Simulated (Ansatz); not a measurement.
**Run report: CH₅NOSSi, geometry relaxation (part 1 of 2)**

The run: geometry relaxation of CH₅NOSSi. Method and program: RKS PBE-D4/def2-SVP (Ansatz 0.2.0).

The geometry: force-field start. Figures and captions count atoms from 1; the log counts them from 0 in places.

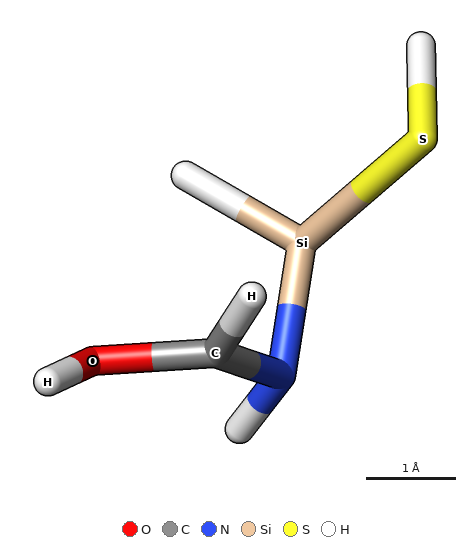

*The starting structure (stick view, seen at an oblique angle).*

### Results in brief

- outcome: converged
- total energy: −23345.2065 eV
- mean-field energy: −23344.9687 eV
- dispersion energy: −0.2378 eV
- SCF solution under orbital rotations: stable
- largest force (length of the vector) at the end: 0.007 eV/Å
- dipole moment: 6.63 D
- hardware: 4 threads of Arm Neoverse V1, 23 GiB of memory available, shared host
- wall time: 36 s (CPU time 2.2 min)
- peak memory: 0.18 GiB

### Input file
```yaml
crystal:
  periodic: [false, false, false]
  atoms:
    - {symbol: O, position_ang: [-1.169000, -0.507500, 1.576300]}
    - {symbol: C, position_ang: [0.118800, -0.550400, 1.034100]}
    - {symbol: N, position_ang: [0.162600, -1.190300, -0.219300]}
    - {symbol: Si, position_ang: [0.051000, 0.067300, -1.214500]}
    - {symbol: S, position_ang: [1.731200, 1.280200, -1.371400]}
    - {symbol: H, position_ang: [-1.192000, -0.461400, 2.535500]}
    - {symbol: H, position_ang: [0.874700, 0.215400, 1.309400]}
    - {symbol: H, position_ang: [-0.518800, -1.854400, -0.278400]}
    - {symbol: H, position_ang: [-1.256000, 0.877200, -1.051700]}
    - {symbol: H, position_ang: [1.280600, 2.072800, -2.317000]}
basis:
  gaussian: {orbitals: def2-SVP}
hamiltonian: {xc: pbe, dispersion: d4}
relax: {f_tol: 0.03, max_steps: 200}
```

Launched with:
```bash
ansatz run in.yaml --threads 4 --pin off --events-out ev --progress --plain --max-ram 10444MiB
```

### What the program printed
```
Functional definition: PBE
  name "PBE"
  cite "Perdew, Burke & Ernzerhof, Phys. Rev. Lett. 77, 3865 (1996) doi:10.1103/PhysRevLett.77.3865"
  parent pbe
  parameter kappa = 0.804
  parameter beta = 0.06672455060314922
  exchange = pbe_x(kappa = kappa, mu = beta*pi^2/3)
  correlation = pbe_c(beta = beta)
1164 factors; their error is unknown
mean field evaluation 1: about -23327.7272 eV, gradient 7.7e1 eV
mean field evaluation 2: about -23131.1061 eV, gradient 2.5e2 eV
mean field evaluation 4: about -23339.4243 eV, gradient 3.9e1 eV
mean field evaluation 8: about -23342.5774 eV, gradient 1.2e0 eV
mean field evaluation 16: about -23342.4987 eV, gradient 8.4e-4 eV
mean field -23342.49866999 eV, -857.8210040082 hartree, gradient 4.1e-5 eV, S^2 0.000000; 0 other end points of the search recorded, 0 dependent functions left out
the calculation of the forces begins
reference -23342.49870354 eV, -857.8210052413 hartree; 28, 28 occupied and 75, 75 virtual orbitals, 1164 factors
relax step   1: F+E_penalty+E_count = -23342.75817720 eV  Δ(F+E_penalty+E_count) = +0.000e0 eV  max|allowed force component| = 4.465e0 eV/Å  Δτ_max = 0.0000 Å  (33 SCF iters, accepted)
these checks for a lower state are left out or cut short: starts, cluster_reference, orbital_swaps, neighbouring_geometries, increment
1164 factors; their error is unknown
mean field -23343.51191108 eV, -857.8582399314 hartree, gradient 1.2e-5 eV, S^2 0.000000; 0 other end points of the search recorded, 0 dependent functions left out
[... from here on the field's lines of each further geometry are left out, up to the last ...]
relax step   2: F+E_penalty+E_count = -23343.76941873 eV  Δ(F+E_penalty+E_count) = -1.011e0 eV  max|allowed force component| = 3.541e0 eV/Å  Δτ_max = 0.1948 Å  (40 SCF iters, accepted)
relax step   3: F+E_penalty+E_count = -23344.33761137 eV  Δ(F+E_penalty+E_count) = -5.682e-1 eV  max|allowed force component| = 1.814e0 eV/Å  Δτ_max = 0.1950 Å  (38 SCF iters, accepted)
relax step   4: F+E_penalty+E_count = -23344.53778473 eV  Δ(F+E_penalty+E_count) = -2.002e-1 eV  max|allowed force component| = 1.313e0 eV/Å  Δτ_max = 0.1884 Å  (31 SCF iters, accepted)
relax step   5: F+E_penalty+E_count = -23344.74070671 eV  Δ(F+E_penalty+E_count) = -2.029e-1 eV  max|allowed force component| = 9.982e-1 eV/Å  Δτ_max = 0.1924 Å  (39 SCF iters, accepted)
relax step   6: F+E_penalty+E_count = -23344.79390845 eV  Δ(F+E_penalty+E_count) = -5.320e-2 eV  max|allowed force component| = 4.896e-1 eV/Å  Δτ_max = 0.1164 Å  (32 SCF iters, accepted)
relax step   7: F+E_penalty+E_count = -23344.81142196 eV  Δ(F+E_penalty+E_count) = -1.751e-2 eV  max|allowed force component| = 2.314e-1 eV/Å  Δτ_max = 0.0837 Å  (31 SCF iters, accepted)
relax step   8: F+E_penalty+E_count = -23344.84376118 eV  Δ(F+E_penalty+E_count) = -3.234e-2 eV  max|allowed force component| = 2.615e-1 eV/Å  Δτ_max = 0.0990 Å  (32 SCF iters, accepted)
relax step   9: F+E_penalty+E_count = -23344.87076821 eV  Δ(F+E_penalty+E_count) = -2.701e-2 eV  max|allowed force component| = 4.077e-1 eV/Å  Δτ_max = 0.1677 Å  (31 SCF iters, accepted)
relax step  10: F+E_penalty+E_count = -23344.91058505 eV  Δ(F+E_penalty+E_count) = -3.982e-2 eV  max|allowed force component| = 3.889e-1 eV/Å  Δτ_max = 0.2000 Å  (38 SCF iters, accepted)
relax step  11: F+E_penalty+E_count = -23344.94743004 eV  Δ(F+E_penalty+E_count) = -3.684e-2 eV  max|allowed force component| = 7.086e-1 eV/Å  Δτ_max = 0.1953 Å  (38 SCF iters, accepted)
relax step  12: F+E_penalty+E_count = -23344.98482491 eV  Δ(F+E_penalty+E_count) = -3.739e-2 eV  max|allowed force component| = 6.559e-1 eV/Å  Δτ_max = 0.1948 Å  (33 SCF iters, accepted)
relax step  13: F+E_penalty+E_count = -23345.02765535 eV  Δ(F+E_penalty+E_count) = -4.283e-2 eV  max|allowed force component| = 9.673e-1 eV/Å  Δτ_max = 0.1936 Å  (32 SCF iters, accepted)
relax step  14: F+E_penalty+E_count = -23345.10279429 eV  Δ(F+E_penalty+E_count) = -7.514e-2 eV  max|allowed force component| = 4.113e-1 eV/Å  Δτ_max = 0.2000 Å  (32 SCF iters, accepted)
relax step  15: F+E_penalty+E_count = -23345.14622972 eV  Δ(F+E_penalty+E_count) = -4.344e-2 eV  max|allowed force component| = 2.034e-1 eV/Å  Δτ_max = 0.2000 Å  (32 SCF iters, accepted)
relax step  16: F+E_penalty+E_count = -23345.17333094 eV  Δ(F+E_penalty+E_count) = -2.710e-2 eV  max|allowed force component| = 5.272e-1 eV/Å  Δτ_max = 0.2000 Å  (38 SCF iters, accepted)
relax step  17: F+E_penalty+E_count = -23345.18759350 eV  Δ(F+E_penalty+E_count) = -1.426e-2 eV  max|allowed force component| = 2.901e-1 eV/Å  Δτ_max = 0.0606 Å  (32 SCF iters, accepted)
relax step  18: F+E_penalty+E_count = -23345.19346574 eV  Δ(F+E_penalty+E_count) = -5.872e-3 eV  max|allowed force component| = 2.509e-1 eV/Å  Δτ_max = 0.2000 Å  (31 SCF iters, accepted)
relax step  19: F+E_penalty+E_count = -23345.19832018 eV  Δ(F+E_penalty+E_count) = -4.854e-3 eV  max|allowed force component| = 1.684e-1 eV/Å  Δτ_max = 0.1447 Å  (29 SCF iters, accepted)
relax step  20: F+E_penalty+E_count = -23345.20313027 eV  Δ(F+E_penalty+E_count) = -4.810e-3 eV  max|allowed force component| = 1.047e-1 eV/Å  Δτ_max = 0.1169 Å  (29 SCF iters, accepted)
relax step  21: F+E_penalty+E_count = -23345.20395053 eV  Δ(F+E_penalty+E_count) = -8.203e-4 eV  max|allowed force component| = 9.993e-2 eV/Å  Δτ_max = 0.0548 Å  (32 SCF iters, accepted)
relax step  22: F+E_penalty+E_count = -23345.20577798 eV  Δ(F+E_penalty+E_count) = -1.827e-3 eV  max|allowed force component| = 9.095e-2 eV/Å  Δτ_max = 0.0479 Å  (32 SCF iters, accepted)
relax step  23: F+E_penalty+E_count = -23345.20613755 eV  Δ(F+E_penalty+E_count) = -3.596e-4 eV  max|allowed force component| = 4.551e-2 eV/Å  Δτ_max = 0.0189 Å  (32 SCF iters, accepted)
relax step  24: F+E_penalty+E_count = -23345.20624795 eV  Δ(F+E_penalty+E_count) = -1.104e-4 eV  max|allowed force component| = 3.698e-2 eV/Å  Δτ_max = 0.0122 Å  (33 SCF iters, accepted)
relax step  25: F+E_penalty+E_count = -23345.20617132 eV  Δ(F+E_penalty+E_count) = +7.662e-5 eV  max|allowed force component| = 6.114e-2 eV/Å  Δτ_max = 0.0164 Å  (34 SCF iters, rejected (line search))
the calculation of the forces begins
reference -23344.96867100 eV, -857.9117748713 hartree; 28, 28 occupied and 75, 75 virtual orbitals, 1164 factors
relax step  26: F+E_penalty+E_count = -23345.20647417 eV  Δ(F+E_penalty+E_count) = -2.262e-4 eV  max|allowed force component| = 5.612e-3 eV/Å  Δτ_max = 0.0079 Å  (33 SCF iters, accepted)
```

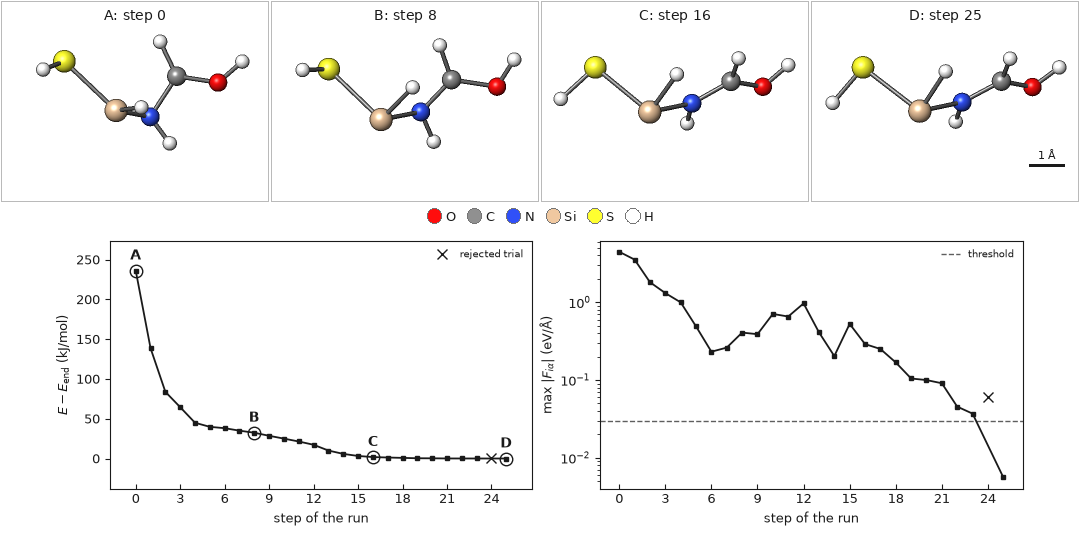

*Frames of the relaxation (ball-and-stick view, seen at a tilt) above the curves, on which the letters mark them (the first geometry is step 0 here and step 1 in the log).*

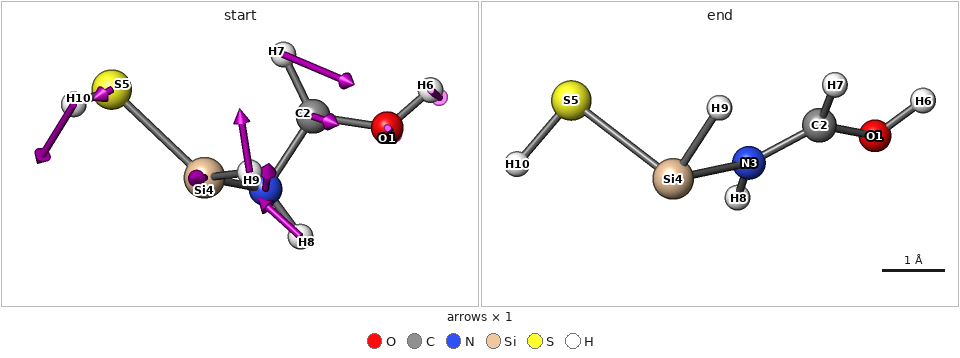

*Before (left) and after (right) the relaxation, at one scale (ball-and-stick view, seen at a tilt). The pink arrows give the displacements, at true length.*

Over 25 geometry steps the energy falls by 236.2 kJ/mol. The largest force component goes from 4.5 to 0.0056 eV/Å. The line search rejected the trial step at point 24 (counted from 0) and went back. The largest move after the best rigid fit is that of H7, 1.84 Å. Largest moves by element: H 1.84 Å, O 1.25 Å, Si 0.82 Å, N 0.68 Å, C 0.63 Å, S 0.43 Å. Among the contacts that change: N3–Si4 1.608 → 1.973 Å, Si4–S5 2.078 → 2.222 Å, C2–N3 1.408 → 1.292 Å, N3–H8 0.953 → 1.031 Å. Among the angles that change: C2–N3–Si4 101.2° → 127.6°, N3–Si4–H9 113.8° → 87.7°, N3–Si4–S5 116.6° → 96.3°. (Atoms are counted from 1 in the order of the input.)

```
1164 factors; their error is unknown
mean field -23344.96863716 eV, -857.9117736274 hartree, gradient 1.5e-5 eV, S^2 0.000000; 1 other end points of the search recorded, 0 dependent functions left out
the calculation of the forces begins
reference -23344.96867100 eV, -857.9117748713 hartree; 28, 28 occupied and 75, 75 virtual orbitals, 1164 factors
Total energy: -23345.20650802 eV, -857.9205152205 hartree
Atom 0 at    -0.572403    -1.487631     1.950944 Å, force     0.001494    -0.000664    -0.002971 eV/Å
Atom 1 at    -0.525107    -0.448310     1.107112 Å, force    -0.001391    -0.001445     0.000927 eV/Å
Atom 2 at    -0.047121    -0.554148    -0.088262 Å, force    -0.000633     0.004887     0.000149 eV/Å
Atom 3 at    -0.316138     0.678352    -1.605798 Å, force     0.003908    -0.005612    -0.002260 eV/Å
Atom 4 at     1.794179     1.360433    -1.745404 Å, force    -0.001629     0.001555     0.002635 eV/Å
Atom 5 at    -0.932487    -1.197072     2.810785 Å, force    -0.000489     0.001606    -0.000183 eV/Å
Atom 6 at    -0.944152     0.526139     1.422678 Å, force     0.000807     0.000907     0.001490 eV/Å
Atom 7 at     0.359161    -1.476637    -0.305446 Å, force    -0.000631    -0.004204     0.000199 eV/Å
Atom 8 at    -0.756029     1.748439    -0.578378 Å, force    -0.002364     0.003554     0.003213 eV/Å
Atom 9 at     2.023197     0.799336    -2.965232 Å, force     0.000928    -0.000586    -0.003200 eV/Å
Dipole moment:    -0.340023    -0.654673     1.166407 e Å
```

### Trajectory as extended XYZ (Å, eV, eV/Å), 21 of the 26 frames kept, from step=1 to step=26
```
10
Properties=species:S:1:pos:R:3:forces:R:3 step=1 energy=-23342.75818
O    -1.1690   -0.5075    1.5763    0.3900  -0.2410  -0.7636
C     0.1188   -0.5504    1.0341   -1.6505   0.4917  -0.5511
N     0.1626   -1.1903   -0.2193    3.7335  -1.8879   4.4649
Si    0.0510    0.0673   -1.2145   -2.5606   4.2170  -3.7613
S     1.7312    1.2802   -1.3714    2.0611  -0.0666   0.9924
H    -1.1920   -0.4614    2.5355    0.4203   0.1888   0.6855
H     0.8747    0.2154    1.3094   -0.1037  -0.3222   0.0393
H    -0.5188   -1.8544   -0.2784   -2.2335  -3.2161  -0.3361
H    -1.2560    0.8772   -1.0517    0.5536   0.1916   0.2877
H     1.2806    2.0728   -2.3170   -0.6100   0.6447  -1.0576
10
Properties=species:S:1:pos:R:3:forces:R:3 step=2 energy=-23343.76942
O    -1.2211   -0.5832    1.5920    0.7677  -0.3138  -0.1013
C     0.0332   -0.5034    0.9984   -1.1532  -0.0725  -1.0947
N     0.2134   -1.1891   -0.2144    0.5839  -1.6413   3.5412
Si   -0.0116    0.1058   -1.2628   -1.1386   2.5910  -2.4199
S     1.7982    1.2752   -1.3967    0.5000  -0.1530   0.3134
H    -1.1675   -0.4410    2.5583    0.2045   0.1775  -0.1775
H     0.7902    0.2301    1.3388   -0.1396  -0.2214   0.0760
H    -0.4132   -1.9859   -0.2964    0.0311  -0.5553  -0.1160
H    -1.2076    1.0217   -0.9304    0.4586  -0.0795   0.3491
H     1.2690    2.0189   -2.3838   -0.1145   0.2683  -0.3703
10
Properties=species:S:1:pos:R:3:forces:R:3 step=3 energy=-23344.33761
O    -1.2520   -0.7057    1.6161    1.4068   0.4737   0.8362
C    -0.0836   -0.4252    0.9241   -0.6282  -1.1436  -0.6605
N     0.2335   -1.1860   -0.1860   -0.6310  -0.4399   1.8140
Si   -0.0953    0.1143   -1.3783   -0.3351   0.9535  -1.0187
S     1.8062    1.2317   -1.4295   -0.0440  -0.0002  -0.1244
H    -1.1180   -0.3739    2.5561   -0.3290  -0.2582  -1.1838
H     0.6976    0.2323    1.3608   -0.3180   0.0114  -0.0704
H    -0.2967   -2.0913   -0.2719    0.4283   0.8412   0.0593
H    -1.1310    1.1055   -0.7719    0.3429  -0.3693   0.2450
H     1.3223    2.0471   -2.4165    0.1074  -0.0686   0.1034
10
Properties=species:S:1:pos:R:3:forces:R:3 step=5 energy=-23344.74071
O    -1.1602   -0.9028    1.6800    0.5488   0.9166   0.9982
C    -0.1537   -0.4492    0.8994    0.2028   0.1091   0.2199
N     0.2264   -1.1363   -0.1778   -0.1603  -0.0885   0.2960
Si   -0.1937    0.1605   -1.4857   -0.3596   0.2847  -0.2768
S     1.7900    1.1307   -1.4954    0.2267   0.1637  -0.0866
H    -1.1512   -0.3261    2.5024   -0.2621  -0.7342  -0.8892
H     0.4706    0.4199    1.2448   -0.4074  -0.4639  -0.1574
H    -0.2291   -2.0602   -0.2618    0.0721   0.2031  -0.0811
H    -0.9959    1.0546   -0.4458    0.1705  -0.2162  -0.1775
H     1.4800    2.0578   -2.4572   -0.0314  -0.1744   0.1545
```
